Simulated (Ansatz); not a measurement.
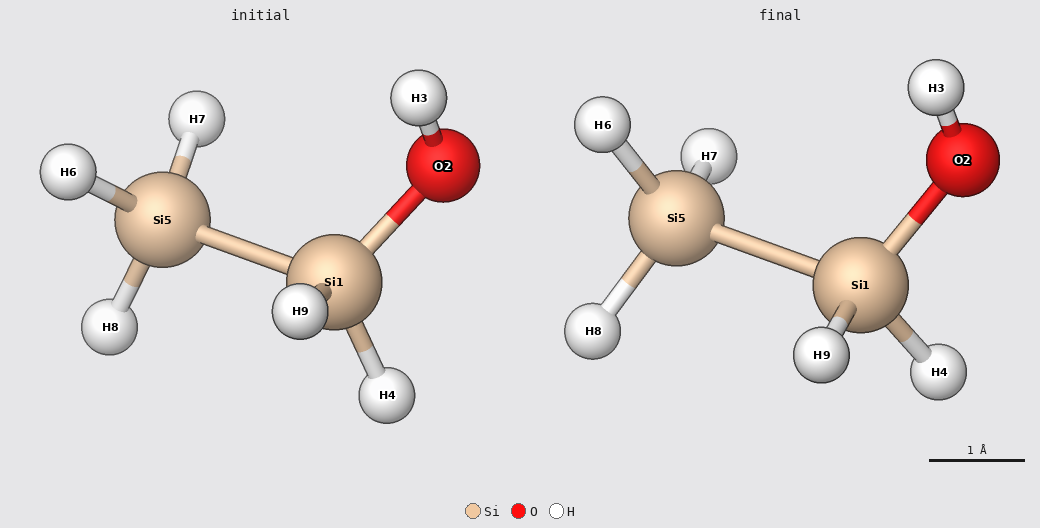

The structure of Si₂H₆O before (left) and after (right) a relaxation, at one scale.

Style: ball-and-stick. Shown from a free direction.

The run prepares the start of a later molecular dynamics calculation, from a guessed geometry.

Level of theory: RKS PBE0-D4/6-31G (Ansatz 0.2.0).

Input file:
```yaml
crystal:
  periodic: [false, false, false]
  atoms:
    - { symbol: Si, position_ang: [0.0, 0.0, 0.0] }
    - { symbol: O, position_ang: [0.0, 0.0, 1.68] }
    - { symbol: H, position_ang: [-0.9095, -0.2814, 2.0171] }
    - { symbol: H, position_ang: [1.3768, 0.0, -0.4862] }
    - { symbol: Si, position_ang: [-1.0456, 1.8115, -0.7393] }
    - { symbol: H, position_ang: [-2.4302, 1.478, -1.0607] }
    - { symbol: H, position_ang: [-1.0215, 2.8436, 0.2931] }
    - { symbol: H, position_ang: [-0.3743, 2.3069, -1.9374] }
    - { symbol: H, position_ang: [-0.6877, -1.1914, -0.4862] }
basis:
  gaussian: { orbitals: "6-31G" }
hamiltonian:
  xc: pbe0
  dispersion: d4
relax:
  f_tol: 0.02
  max_steps: 40
```

Launched with:
```bash
ansatz run input.yaml --threads 1 --pin off --max-ram 2048MiB --backend cpu --events-out ev --progress --plain --runs-dir out
```

> Describe what moved and what it gained.

The atom that moves furthest after the best rigid fit is H7 (0.58 Å). By element the largest moves are H 0.58 Å, O 0.38 Å, Si 0.08 Å. Among the contacts that change: Si1–Si5 2.218 → 2.358 Å, Si1–O2 1.680 → 1.738 Å, Si1–H9 1.459 → 1.511 Å, O2–H3 1.010 → 0.968 Å. Among the angles between lasting bonds that change: Si1–O2–H3 109.5° → 122.0°, O2–Si1–H4 109.5° → 104.1°, O2–Si1–Si5 109.5° → 112.6°. Groups turn about Si1–Si5 by about 40°, Si1–O2 by about 20°. After 11 geometry steps the energy has fallen by 46.6 kJ/mol. Largest force component: 2.4 eV/Å at the start, 0.0029 eV/Å at the end. The forces were under the threshold at step 8, but the run went on from there.

Limits of the set-up: the basis has no polarisation functions, which atoms past neon need.
